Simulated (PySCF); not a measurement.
C₂H₁₀OSi₂ (SMILES CC([SiH3])O[SiH3])

Input file:

```
{"job": {"kind": "nmr", "xc": "PBE0", "basis": "pcSseg-1"}, "charge": 0, "multiplicity": 1}
C     -0.286374     0.388289    -0.001222
Si    -2.115723    -0.041305     0.318858
O      0.454417    -0.697699     0.536816
Si     2.071392    -0.649374     0.941309
C      0.033474     0.617429    -1.469303
H     -0.055624     1.315900     0.563191
H     -2.996300     1.071696    -0.159057
H     -2.466939    -1.289727    -0.422399
H     -2.336464    -0.245940     1.780640
H      2.317909    -1.795727     1.856982
H      2.961402    -0.776236    -0.254252
H      2.378475     0.647517     1.625441
H     -0.562271     1.448355    -1.877690
H     -0.179859    -0.286248    -2.061156
H      1.097917     0.868336    -1.612564
```

Command:

```sh
OMP_NUM_THREADS=1 python cluster_run.py task.json out
```

Geometry: PBE0-D3(BJ)/def2-SVP.

The calculation used PySCF, PBE0/pcSseg-1, SCF density, gas phase, non-relativistic.

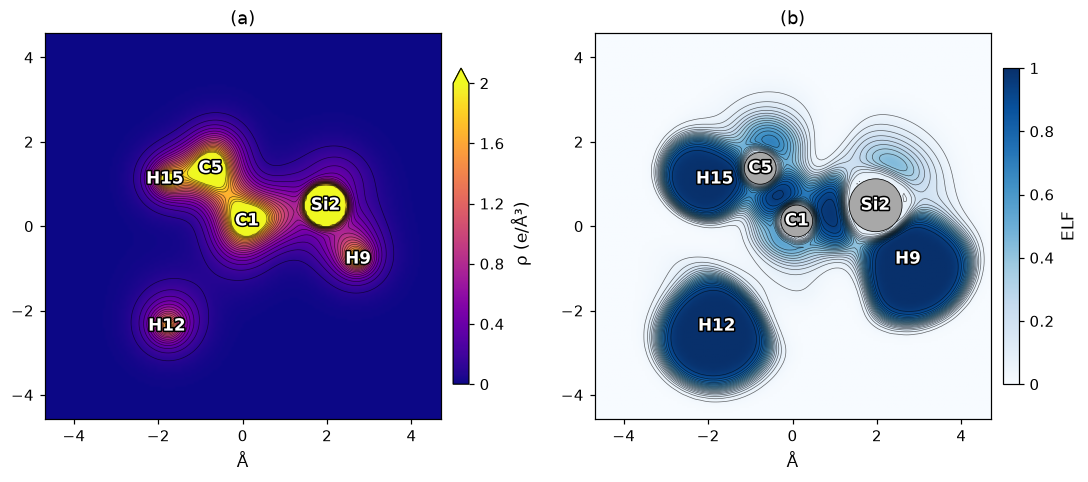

Figure 1. (a) electron density; (b) ELF on the plane of atoms C1, Si2 and H9. Grey discs cover the atomic cores in the ELF map.

### What do the fields say about this system?

The plane passes through C, Si and H nuclei. C–C (1.52 Å): the density is about 1.7 e/Å³ at the midpoint; the ELF peaks at about 0.95 between the atoms; a covalent bond. C–Si (1.91 Å): the density is about 0.95 e/Å³ at the midpoint; the ELF peaks at about 1 between the atoms (a covalent bond). C–H (1.10 Å): ρ at the midpoint is about 1.9 e/Å³; the ELF climbs to about 1 towards the hydrogen, as it does in any bond to H: an ordinary covalent bond to hydrogen. Si–H (1.49 Å): the density is about 0.77 e/Å³ at the midpoint; the ELF climbs to about 1 towards the hydrogen.

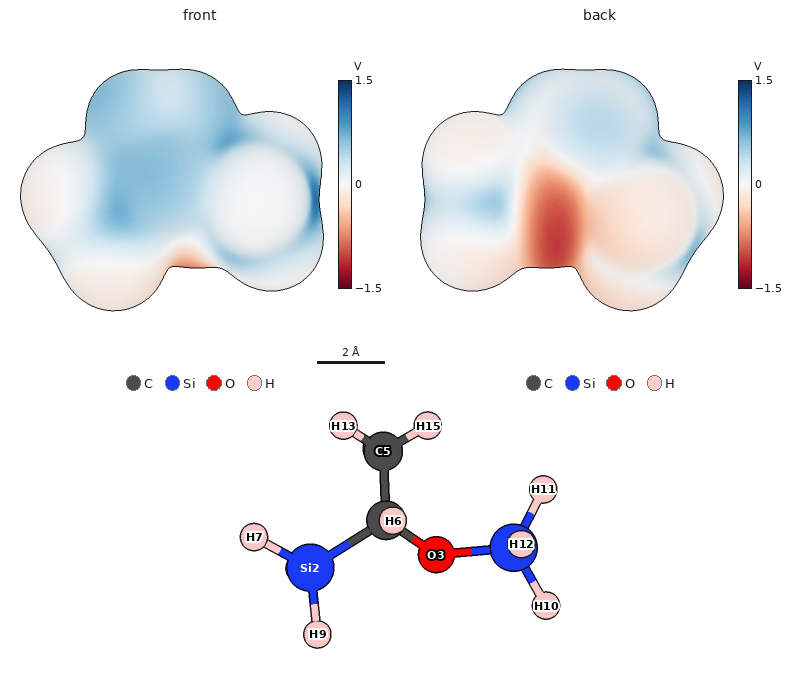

Figure 2. The molecular electrostatic potential painted on the density surface at 0.001 e/bohr³, seen from the front and from behind; red is negative and blue positive. The bare structure is drawn below in the same view.

### Where is the surface potential most negative and most positive?

The most negative region (about −1.0 V) lies over O3, the most positive (about +1.0 V) over Si4. O3 is the likeliest acceptor of a hydrogen bond.
